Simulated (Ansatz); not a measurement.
**AlClO (SMILES [O]=[Al][Cl]): levels of theory compared**

Aim: a comparison of 6 runs (HSE06/STO-3G, wB97X/STO-3G, CCSDT(Q)/STO-3G, CCSDT/STO-3G, CCSD/STO-3G, FCI/STO-3G) of AlClO. 

Program for the calculation: Ansatz 0.2.0.

66 further runs of the same task are left out: 6 that didn't finish, 60 set aside as unsound or not needed.

## (1) The system as given

AlClO: 3 atoms, total charge 0, spin state singlet. As SMILES, `[O]=[Al][Cl]`. The Cl3–Al2 distance was set to 5.034 Å, away from the relaxed value. At this shape a bond of the SMILES string is far longer than usual.

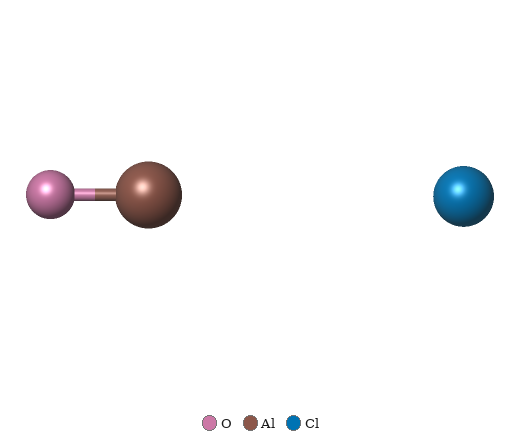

Viewed from a chosen angle; oxygen pink, aluminium brown, chlorine blue.

## (2) The energy at HSE06/STO-3G (run 1)

The input, input.yaml:

```yaml
crystal:
  periodic: [false, false, false]
  atoms:
    - {symbol: O, position_ang: [0.296711, 4.677341, 0.679027]}
    - {symbol: Al, position_ang: [0.198581, 3.130301, 0.454447]}
    - {symbol: Cl, position_ang: [-0.116820, -1.841490, -0.267330]}
basis:
  gaussian:
    orbitals: STO-3G
hamiltonian:
  xc: hse06
accuracy: high
```

Started as:

```bash
ansatz run input.yaml --threads 1 --pin off --max-ram 2610MiB --events-out events.jsonl --progress --plain --runs-dir runs
```

Log:

```text
Warning: RAYON_NUM_THREADS=1 ignored (pool sized by the plan → 1); use --threads N
Functional definition: HSE06
  name "HSE06"
  parameter a = 0.25
  parameter omega = 0.11/bohr
  exchange = pbe_x - a*pbe_x_sr(omega) + a*exact_x_sr(omega)
  correlation = pbe_c
359 factors; integrals over basis functions are off by at most 2.4e-8 eV
71 factors; integrals over basis functions are off by at most 8.1e-10 eV
mean field evaluation 1: about -20895.1117 eV, gradient 4.5e1 eV
mean field evaluation 2: about -20778.0899 eV, gradient 1.6e2 eV
mean field evaluation 4: about -20899.3128 eV, gradient 4.4e1 eV
mean field evaluation 8: about -20902.0944 eV, gradient 3.1e1 eV
mean field evaluation 16: about -20907.9062 eV, gradient 9.7e-8 eV
mean field evaluation 32: about -20907.7788 eV, gradient 4.1e0 eV
mean field -20907.90620625 eV, -768.3513811919 hartree, gradient 9.7e-8 eV, S^2 0.000000; 4 other end points of the search recorded, 0 dependent functions left out
reference -20907.90620823 eV, -768.3513812646 hartree; 19, 19 occupied and 4, 4 virtual orbitals, 359 factors
Total energy: -20907.90620823 eV, -768.3513812646 hartree
```

Run time: 2.6 s. Hardware: 1 thread of Arm Neoverse V2, shared host; peak memory 0.094 GiB.

## (3) A single-point energy at wB97X/STO-3G (run 2)

The input, in.yaml:

```yaml
crystal:
  periodic: [false, false, false]
  atoms:
    - symbol: O
      position_ang: [0.296711, 4.677341, 0.679027]
    - symbol: Al
      position_ang: [0.198581, 3.130301, 0.454447]
    - symbol: Cl
      position_ang: [-0.116820, -1.841490, -0.267330]
basis:
  gaussian:
    orbitals: STO-3G
total_charge: 0
hamiltonian:
  xc: {name: wB97X}
accuracy: high
```

Started as:

```bash
ansatz run in.yaml --threads 1 --pin off --max-ram 2610MiB --events-out events.jsonl --progress --plain --runs-dir runs
```

Log, cut to the lines that bear on the results:

```text
Warning: RAYON_NUM_THREADS=1 ignored (pool sized by the plan → 1); use --threads N
Functional definition: wB97X
  name "wB97X"
[...]
      + exact_x_lr(omega)
[...]
      + integral(e_c_pw_opposite_spin*poly(b97_u_opposite, 1, cos1, cos2, cos3, cos4))
359 factors; integrals over basis functions are off by at most 2.4e-8 eV
145 factors; integrals over basis functions are off by at most 7.5e-10 eV
[...]
mean field -20915.17994648 eV, -768.6186862152 hartree, gradient 1.9e-8 eV, S^2 0.000000; 4 other end points of the search recorded, 0 dependent functions left out
reference -20915.17994481 eV, -768.6186861538 hartree; 19, 19 occupied and 4, 4 virtual orbitals, 359 factors
Total energy: -20915.17994481 eV, -768.6186861538 hartree
```

Wall time 11 s (1 thread of Arm Neoverse V2, shared host); peak memory 0.24 GiB.

Runs 3 to 5 aren't shown in full; the table further down has their settings and results.

## (4) A single-point energy at FCI/STO-3G (run 6)

input.yaml: that of step 2 with these lines changed.

```diff
@@ -9,4 +9,5 @@
     orbitals: STO-3G
-hamiltonian:
-  xc: hse06
+correlation:
+  method: fci
+  frozen_orbitals: {Al: 5, Cl: 5, O: 1}
 accuracy: high
```

Started as:

```bash
ansatz run input.yaml --threads 1 --pin off --max-ram 2610MiB --events-out events.jsonl --progress --plain --runs-dir runs
```

Log, cut to the lines that bear on the results:

```text
Warning: RAYON_NUM_THREADS=1 ignored (pool sized by the plan → 1); use --threads N
Functional definition: HF
  name "HF"
[...]
359 factors; integrals over basis functions are off by at most 2.4e-8 eV
[...]
mean field -20875.51580720 eV, -767.1610559819 hartree, gradient 8.6e-9 eV, S^2 0.000000; 6 other end points of the search recorded, 0 dependent functions left out; unrestricted orbitals would lower it
[...]
unrestricted determinant -20879.88302927 eV, -767.3215484327 hartree, S^2 1.0570
11 core orbitals not correlated: weight in the atoms' cores, before any rotation towards them, 1.000 or more for the frozen orbitals, at most 0.000 for the correlated occupied ones
reference -20875.51580720 eV, -767.1610559819 hartree; 8, 8 occupied and 4, 4 virtual orbitals, 359 factors
state -20882.31315767 eV, -767.4108540041 hartree
Total energy: -20882.31315767 eV, -767.4108540041 hartree
```

Run time: 2.1 s. Hardware: 1 thread of Arm Neoverse V2, shared host.

## (5) Overview of the runs

| run | level | frozen core orbitals | energy (Eh) | wall time |
| --- | --- | --- | --- | --- |
| 1 | HSE06/STO-3G | – | -768.351381 | 2.6 s |
| 2 | wB97X/STO-3G | – | -768.618686 | 11 s |
| 3 | CCSDT(Q)/STO-3G | 11 | -767.433573 | 0.93 s |
| 4 | CCSDT/STO-3G | 11 | -767.410575 | 0.74 s |
| 5 | CCSD/STO-3G | 11 | -767.378658 | 0.4 s |
| 6 | FCI/STO-3G | 11 | -767.410854 | 2.1 s |

## (6) What came out

```
                                           quantity          value
                                run 6: total energy  -767.41085 Eh
run 6: correlation energy (11 core orbitals frozen)     -249.8 mEh
```

Against full CI in this basis: CCSDT(Q) -22.7 mEh; CCSDT +0.3 mEh; CCSD +32.2 mEh. Totals of different functionals can't be ranked against each other. In run 5 the T1 diagnostic is large, so a single reference may not serve. In runs 3, 4, 5 the log says that unrestricted orbitals would lower the reference, so the values rest on an unstable closed-shell determinant (other closed-shell runs at this shape may share the fault). In runs 1, 2, 3, 4, 5, 6 the basis is minimal, so the values are rough. All runs together took 18 s, the longest 11 s.
